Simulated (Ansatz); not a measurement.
```yaml
atoms:
  - { symbol: Si, position_ang: [-0.0804, -0.0888, -2.0132] }
  - { symbol: H, position_ang: [-0.6826, -0.5115, -3.3043] }
  - { symbol: H, position_ang: [0.4729, 1.2800, -2.1498] }
  - { symbol: H, position_ang: [0.9939, -1.0412, -1.6392] }
  - { symbol: H, position_ang: [-1.1380, -0.1002, -0.9687] }
  - { symbol: Si, position_ang: [0.0595, 0.0744, 2.0431] }
  - { symbol: F, position_ang: [1.0348, 0.7283, 0.9522] }
  - { symbol: H, position_ang: [-0.1102, -1.3601, 1.7154] }
  - { symbol: H, position_ang: [-1.2405, 0.7823, 1.9906] }
  - { symbol: H, position_ang: [0.6908, 0.2365, 3.3739] }
```

Geometry: PBE0-D4/def2-TZVP.

Computed with RKS PBE0-D4/def2-TZVPPD (Ansatz).

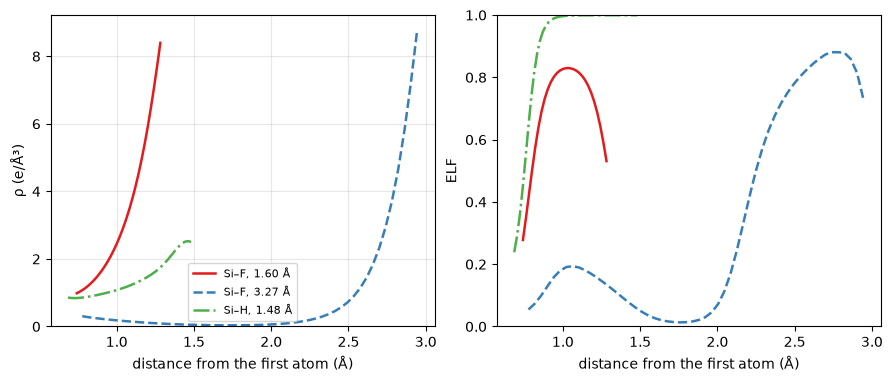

SiH$_{4}$···FH$_{3}$Si (SMILES [SiH4].[SiH3]F). Electron density and ELF along straight lines between neighbouring atoms. The curves leave out the atomic cores.

Compare the contacts.

Answer. Si–F (1.60 Å): ρ is about 1.2 e/Å³ halfway; the ELF peaks at about 0.85 in the valence shell of F, 0.6 Å from its nucleus, and is about 0.50 at the midpoint.
Si1···F7 (3.27 Å): the density falls to about 0.04 e/Å³ on the way; the ELF dips to about 0 between them: a weak contact between the two molecules.
Si–H (1.48 Å): the density is about 0.84 e/Å³ at the midpoint; the ELF climbs to about 1 towards the hydrogen, as it does in any bond to H.
